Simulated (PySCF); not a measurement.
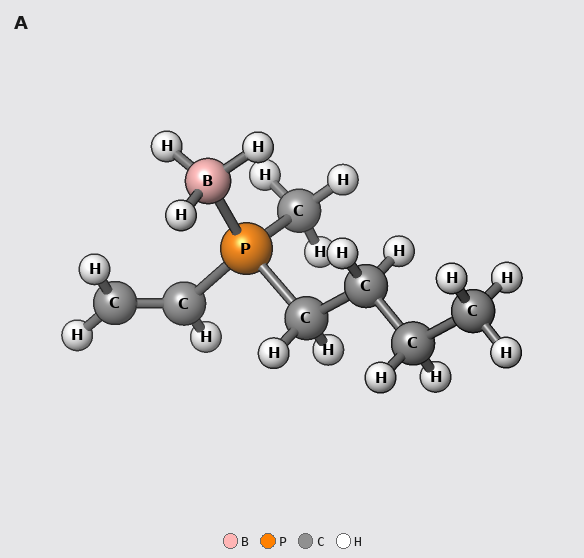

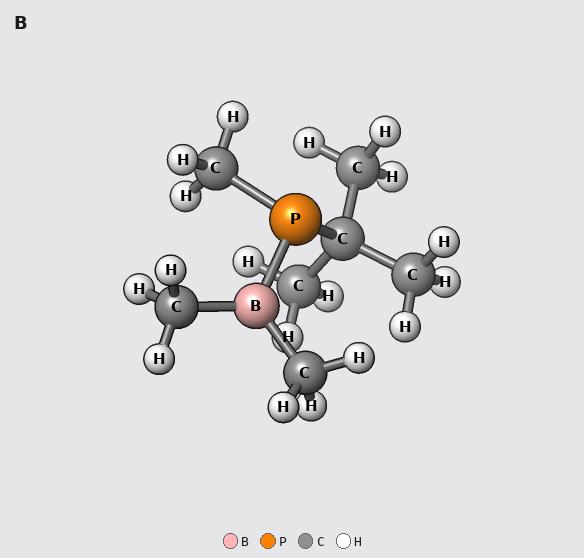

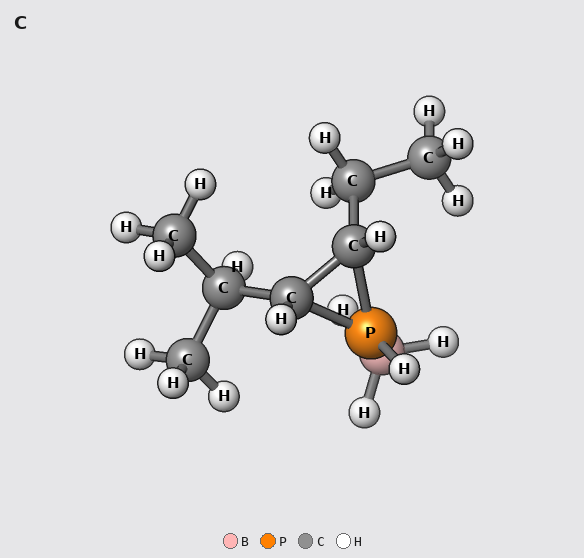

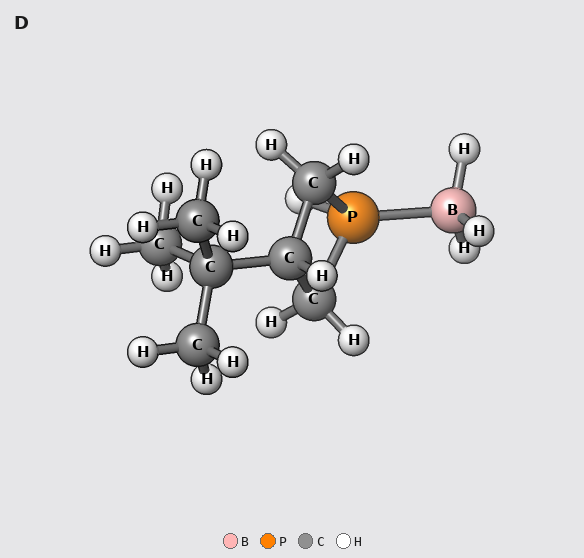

4 stationary structures of one formula. Geometries: GFN2-xTB. Electronic energies: PBE0/pcSseg-1 (PySCF 2.14.0), without zero-point energy. No frequency run is at hand to confirm each as a minimum. Each is one conformer, not always the lowest.

> Which is lowest in energy, and by how much?

B is lowest; A lies 88.8 kJ/mol above it, D lies 102.2 kJ/mol above it, C lies 131.5 kJ/mol above it. A is `[BH3-][P@+](C)(C=C)CCCC`, B is `CB(C)P(C)C(C)(C)C`, C is `[BH3-][P@@H+]1[C@H](C(C)C)[C@@H]1CC`, D is `[BH3-][P@H+]1C[C@H](C(C)(C)C)C1`.

The geometry is semi-empirical. Around B, P such bond lengths and angles can be off by a tenth of an ångström or more and by several degrees, and values that hang on the shape move with them.
